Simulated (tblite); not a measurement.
## C$_{3}$H$_{5}$NO$_{2}$Si: saddle-point search

System: C$_{3}$H$_{5}$NO$_{2}$Si.
Method: GFN2-xTB saddle search (eigenvector following) and harmonic vibrations, gas phase (tblite 0.8.0).

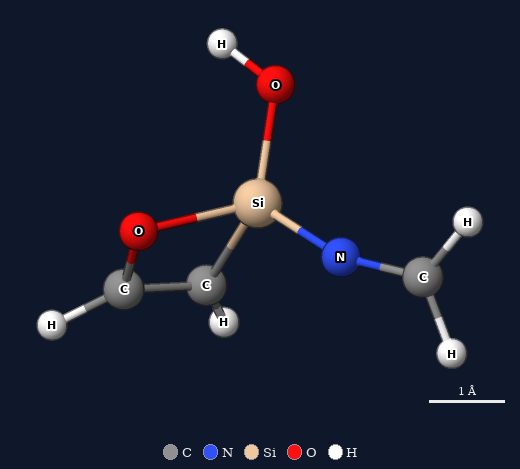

The starting structure (ball-and-stick view, seen at a tilt).

Input
```
{"job": {"xc": "GFN2-xTB", "basis": "xTB", "kind": "saddle"}, "charge": 0, "multiplicity": 1}
C     -2.433031    -0.945121     0.215793
N     -1.355691    -0.390244    -0.047996
Si     0.060764     0.484516     0.185961
O     -0.113351     1.783889     1.142823
C      1.663640    -0.517173     0.180682
C      1.857563    -0.002553    -1.031011
O      0.803043     0.844769    -1.305191
H     -3.318343    -0.400659     0.560032
H     -2.568250    -2.014932     0.045199
H      0.536586     2.483385     1.117707
H      2.245757    -1.234905     0.719488
H      2.621313    -0.090973    -1.783486
```

The first line tells a small driver script what to run in tblite; the rest is the geometry in Å.

Hardware: 1 CPU thread, shared host.

Launch command:
```bash
OMP_NUM_THREADS=1 python <driver script> task.json out
```

Output
```
step      E/eV     max force
  0    -591.48678   0.4592
  1    -591.48832   0.3600
  2    -591.48779   0.4889
  3    -591.48882   0.3463
  4    -591.49319   0.3374
  5    -591.48902   0.7251
  6    -591.49726   0.1639
  7    -591.50015   0.0992
  8    -591.50231   0.1693
  9    -591.50157   0.0351
 10    -591.50298   0.0489
 11    -591.50421   0.0400
 12    -591.50524   0.0910
 13    -591.50483   0.0209
 14    -591.50547   0.0324
 15    -591.50600   0.0383
 16    -591.50648   0.0262
 17    -591.50690   0.0567
 18    -591.50672   0.0135
 19    -591.50698   0.0202
 20    -591.50722   0.0239
 21    -591.50745   0.0166
 22    -591.50772   0.0384
 23    -591.50758   0.0078
 24    -591.50775   0.0129
 25    -591.50792   0.0152
 26    -591.50812   0.0099
 27    -591.50842   0.0240
 28    -591.50879   0.0287
 29    -591.50923   0.0311
 30    -591.50976   0.0389
 31    -591.51038   0.0188
 32    -591.51129   0.0451
 33    -591.51076   0.0108
 34    -591.51133   0.0171
 35    -591.51194   0.0188
 36    -591.51263   0.0135
 37    -591.51355   0.0291
 38    -591.51453   0.0340
 39    -591.51548   0.0356
 40    -591.51639   0.0339
 41    -591.51751   0.0348
 42    -591.51832   0.0598
 43    -591.51899   0.0564
 44    -591.51933   0.0991
 45    -591.51738   0.3434
 46    -591.51977   0.0188
 47    -591.51984   0.0126
 48    -591.51985   0.0087
 49    -591.51985   0.0079
 50    -591.51986   0.0022
lowest wavenumbers (cm-1): -246.9 67.8 105.0 159.1 177.2 197.7
```

Trajectory as extended XYZ (Å, eV, eV/Å), 12 frames, from step=0 to step=50
```
12
Properties=species:S:1:pos:R:3:forces:R:3 step=0 energy=-591.48678
C    -2.4330   -0.9451    0.2158   -0.1130   0.2190  -0.0630
N    -1.3557   -0.3902   -0.0480    0.2120  -0.3890   0.1210
Si    0.0608    0.4845    0.1860   -0.0950   0.1790  -0.0400
O    -0.1134    1.7839    1.1428   -0.0230   0.0130   0.0000
C     1.6636   -0.5172    0.1807    0.0150  -0.0160  -0.0140
C     1.8576   -0.0026   -1.0310   -0.0070  -0.0090  -0.0120
O     0.8030    0.8448   -1.3052   -0.0080  -0.0080  -0.0030
H    -3.3183   -0.4007    0.5600    0.0250   0.0130   0.0660
H    -2.5683   -2.0149    0.0452   -0.0180   0.0030  -0.0760
H     0.5366    2.4834    1.1177   -0.0160   0.0060   0.0120
H     2.2458   -1.2349    0.7195    0.0230  -0.0080   0.0080
H     2.6213   -0.0910   -1.7835    0.0060  -0.0030   0.0010
12
Properties=species:S:1:pos:R:3:forces:R:3 step=4 energy=-591.49319
C    -2.4628   -0.9249    0.1608    0.2920   0.1670   0.0260
N    -1.3688   -0.3405    0.1798   -0.2910  -0.1280   0.0200
Si    0.1022    0.4685    0.2703   -0.0530  -0.0230  -0.0280
O    -0.0905    1.7836    1.1977    0.1020   0.0850  -0.0050
C     1.7533   -0.4572    0.1929    0.0270   0.0170  -0.1010
C     1.8029   -0.0457   -1.0749   -0.0370  -0.0160   0.0960
O     0.6824    0.7286   -1.3163    0.0530  -0.0730   0.1080
H    -3.4136   -0.3819    0.1903    0.0730  -0.0080  -0.0420
H    -2.5339   -2.0150    0.1089    0.0030   0.0000   0.0170
H     0.6006    2.4438    1.2497   -0.0930  -0.0930  -0.0090
H     2.4393   -1.0836    0.7339   -0.0930   0.0600  -0.0880
H     2.4888   -0.1756   -1.8932    0.0170   0.0110   0.0070
12
Properties=species:S:1:pos:R:3:forces:R:3 step=9 energy=-591.50157
C    -2.4590   -0.9241    0.1643    0.0070   0.0180   0.0010
N    -1.3561   -0.3683    0.2068   -0.0270  -0.0140   0.0050
Si    0.1027    0.4617    0.2783   -0.0050  -0.0020  -0.0040
O    -0.0890    1.7717    1.2123    0.0100   0.0050   0.0010
C     1.7530   -0.4640    0.1811    0.0020   0.0010  -0.0090
C     1.8010   -0.0340   -1.0774   -0.0020   0.0010   0.0060
O     0.6761    0.7374   -1.3044    0.0050  -0.0050   0.0060
H    -3.3930   -0.3615    0.0669    0.0290  -0.0140  -0.0140
H    -2.5557   -2.0128    0.2171   -0.0090   0.0110   0.0130
H     0.5934    2.4383    1.2456   -0.0090  -0.0120   0.0010
H     2.4373   -1.0998    0.7060   -0.0040   0.0060  -0.0080
H     2.4893   -0.1445   -1.8966    0.0030   0.0040  -0.0010
12
Properties=species:S:1:pos:R:3:forces:R:3 step=13 energy=-591.50483
C    -2.4662   -0.9202    0.1679   -0.0100  -0.0030   0.0000
N    -1.3571   -0.3797    0.2244   -0.0030  -0.0030   0.0010
Si    0.1033    0.4495    0.2763    0.0000  -0.0010  -0.0010
O    -0.0917    1.7512    1.2209    0.0000  -0.0020   0.0000
C     1.7603   -0.4647    0.1702    0.0000   0.0000  -0.0010
C     1.8059   -0.0229   -1.0838    0.0000   0.0010  -0.0010
O     0.6710    0.7359   -1.3066    0.0010   0.0000  -0.0010
H    -3.3807   -0.3566   -0.0410    0.0150  -0.0120  -0.0050
H    -2.5885   -1.9969    0.3226   -0.0050   0.0190   0.0070
H     0.5931    2.4146    1.2604    0.0000  -0.0030   0.0020
H     2.4537   -1.0932    0.6915    0.0010   0.0010  -0.0010
H     2.4969   -0.1170   -1.9028    0.0010   0.0030   0.0000
12
Properties=species:S:1:pos:R:3:forces:R:3 step=18 energy=-591.50672
C    -2.4737   -0.9167    0.1739   -0.0070  -0.0030   0.0000
N    -1.3604   -0.3861    0.2367   -0.0010  -0.0010   0.0010
Si    0.1035    0.4383    0.2698    0.0000   0.0000   0.0000
O    -0.0965    1.7298    1.2271    0.0000  -0.0010   0.0000
C     1.7647   -0.4688    0.1570    0.0000   0.0000  -0.0010
C     1.8138   -0.0096   -1.0904    0.0000   0.0010   0.0000
O     0.6730    0.7418   -1.3101    0.0010   0.0010   0.0000
H    -3.3654   -0.3687   -0.1453    0.0100  -0.0090  -0.0010
H    -2.6231   -1.9685    0.4365   -0.0020   0.0130   0.0010
H     0.5913    2.3894    1.2759    0.0000  -0.0010   0.0000
H     2.4627   -1.0946    0.6756    0.0000  -0.0010  -0.0010
H     2.5102   -0.0864   -1.9066    0.0000   0.0010   0.0000
12
Properties=species:S:1:pos:R:3:forces:R:3 step=22 energy=-591.50772
C    -2.4767   -0.9159    0.1799   -0.0200  -0.0080  -0.0020
N    -1.3630   -0.3877    0.2521   -0.0030  -0.0030   0.0010
Si    0.1056    0.4297    0.2700   -0.0010   0.0000   0.0000
O    -0.0935    1.7088    1.2438    0.0080   0.0060   0.0000
C     1.7622   -0.4839    0.1419   -0.0010   0.0020  -0.0050
C     1.8205    0.0058   -1.0935   -0.0010   0.0000   0.0030
O     0.6824    0.7647   -1.3026    0.0030   0.0000   0.0020
H    -3.3427   -0.3998   -0.2476    0.0270  -0.0240   0.0130
H    -2.6530   -1.9329    0.5458   -0.0020   0.0340  -0.0110
H     0.5798    2.3848    1.2659   -0.0070  -0.0060   0.0000
H     2.4568   -1.1208    0.6513   -0.0010   0.0000  -0.0010
H     2.5218   -0.0528   -1.9070    0.0000   0.0010   0.0010
12
Properties=species:S:1:pos:R:3:forces:R:3 step=27 energy=-591.50842
C    -2.4762   -0.9167    0.1832   -0.0130  -0.0040  -0.0010
N    -1.3648   -0.3845    0.2620   -0.0020  -0.0020   0.0000
Si    0.1076    0.4262    0.2732    0.0000   0.0000   0.0000
O    -0.0874    1.6971    1.2584    0.0100   0.0090   0.0000
C     1.7574   -0.4971    0.1315   -0.0010   0.0010  -0.0050
C     1.8233    0.0153   -1.0942   -0.0010   0.0000   0.0030
O     0.6909    0.7851   -1.2934    0.0020   0.0000   0.0030
H    -3.3246   -0.4302   -0.3086    0.0170  -0.0150   0.0080
H    -2.6688   -1.9064    0.6091   -0.0020   0.0210  -0.0060
H     0.5689    2.3901    1.2518   -0.0100  -0.0090   0.0000
H     2.4466   -1.1460    0.6330   -0.0020   0.0000  -0.0020
H     2.5271   -0.0330   -1.9061    0.0000   0.0010   0.0010
12
Properties=species:S:1:pos:R:3:forces:R:3 step=31 energy=-591.51038
C    -2.4728   -0.9189    0.1886   -0.0080  -0.0030  -0.0010
N    -1.3679   -0.3749    0.2756   -0.0020  -0.0010   0.0000
Si    0.1124    0.4217    0.2818    0.0000   0.0000   0.0010
O    -0.0709    1.6785    1.2869    0.0140   0.0120   0.0000
C     1.7457   -0.5238    0.1125   -0.0010   0.0000  -0.0050
C     1.8275    0.0313   -1.0935   -0.0010   0.0000   0.0020
O     0.7096    0.8261   -1.2718    0.0030   0.0000   0.0030
H    -3.2894   -0.4928   -0.4027    0.0130  -0.0130   0.0040
H    -2.6931   -1.8561    0.7090   -0.0020   0.0160  -0.0020
H     0.5412    2.4079    1.2188   -0.0140  -0.0120   0.0000
H     2.4216   -1.1988    0.5972   -0.0030  -0.0020  -0.0030
H     2.5360   -0.0001   -1.9023    0.0000   0.0020   0.0010
12
Properties=species:S:1:pos:R:3:forces:R:3 step=36 energy=-591.51263
C    -2.4686   -0.9207    0.1923   -0.0040  -0.0020   0.0000
N    -1.3695   -0.3653    0.2817   -0.0010   0.0000   0.0000
Si    0.1169    0.4195    0.2899    0.0000   0.0000   0.0010
O    -0.0545    1.6663    1.3091    0.0100   0.0090   0.0000
C     1.7354   -0.5447    0.0978   -0.0020  -0.0010  -0.0040
C     1.8301    0.0423   -1.0924    0.0000   0.0010   0.0020
O     0.7254    0.8577   -1.2530    0.0030   0.0020   0.0040
H    -3.2602   -0.5461   -0.4638    0.0090  -0.0100  -0.0010
H    -2.7099   -1.8141    0.7760   -0.0010   0.0110   0.0020
H     0.5139    2.4244    1.1928   -0.0100  -0.0080  -0.0010
H     2.3994   -1.2409    0.5683   -0.0040  -0.0040  -0.0040
H     2.5417    0.0217   -1.8988    0.0000   0.0020   0.0010
12
Properties=species:S:1:pos:R:3:forces:R:3 step=40 energy=-591.51639
C    -2.4586   -0.9250    0.1975   -0.0140  -0.0050  -0.0030
N    -1.3703   -0.3480    0.2848   -0.0050  -0.0030  -0.0020
Si    0.1235    0.4219    0.3011    0.0010   0.0000   0.0000
O    -0.0320    1.6571    1.3365    0.0170   0.0200  -0.0030
C     1.7152   -0.5754    0.0749   -0.0020   0.0020  -0.0080
C     1.8327    0.0568   -1.0903   -0.0030   0.0000   0.0050
O     0.7531    0.9078   -1.2237    0.0060  -0.0040   0.0080
H    -3.2124   -0.6375   -0.5428    0.0230  -0.0190   0.0160
H    -2.7294   -1.7470    0.8676   -0.0010   0.0240  -0.0120
H     0.4735    2.4490    1.1643   -0.0160  -0.0180   0.0040
H     2.3554   -1.3081    0.5224   -0.0070   0.0010  -0.0060
H     2.5495    0.0484   -1.8924    0.0000   0.0010   0.0000
12
Properties=species:S:1:pos:R:3:forces:R:3 step=45 energy=-591.51738
C    -2.4194   -0.9420    0.1975    0.0200   0.0320  -0.0150
N    -1.3643   -0.3049    0.2853   -0.0080   0.0000  -0.0010
Si    0.1341    0.4529    0.3306    0.0120  -0.0090  -0.0060
O     0.0116    1.6737    1.3864    0.1410   0.2910  -0.1020
C     1.6585   -0.6251    0.0375    0.0030   0.0150  -0.0180
C     1.8196    0.0709   -1.0866   -0.0260   0.0080   0.0210
O     0.8047    1.0030   -1.1620    0.0400  -0.0690   0.0290
H    -3.0939   -0.8349   -0.6563    0.0000   0.0050  -0.0210
H    -2.7423   -1.6309    0.9807   -0.0160  -0.0300   0.0390
H     0.4173    2.5112    1.1397   -0.1360  -0.2990   0.1000
H     2.2381   -1.4341    0.4362   -0.0260   0.0530  -0.0240
H     2.5361    0.0603   -1.8892   -0.0020   0.0040  -0.0020
12
Properties=species:S:1:pos:R:3:forces:R:3 step=50 energy=-591.51986
C    -2.4297   -0.9407    0.1987    0.0000   0.0000   0.0000
N    -1.3707   -0.3090    0.2736    0.0000   0.0000   0.0000
Si    0.1276    0.4479    0.3178    0.0000   0.0000   0.0000
O    -0.0095    1.6707    1.3693   -0.0010  -0.0020   0.0000
C     1.6661   -0.6123    0.0397    0.0000   0.0000   0.0000
C     1.8225    0.0741   -1.0903    0.0000   0.0000   0.0000
O     0.7962    0.9897   -1.1778    0.0000   0.0000   0.0000
H    -3.1006   -0.8474   -0.6601    0.0000   0.0000  -0.0010
H    -2.7588   -1.6125    0.9964    0.0000   0.0000   0.0000
H     0.4587    2.4797    1.1743    0.0010   0.0020   0.0000
H     2.2563   -1.4063    0.4484    0.0000   0.0000   0.0000
H     2.5421    0.0662   -1.8901    0.0000   0.0000   0.0000
```

Summary

| quantity | value |
| --- | --- |
| outcome | converged |
| total energy | −591.5199 eV |
| point group | C1 |
| wall time | 5.1 s |
| peak memory | 0.2 GiB |
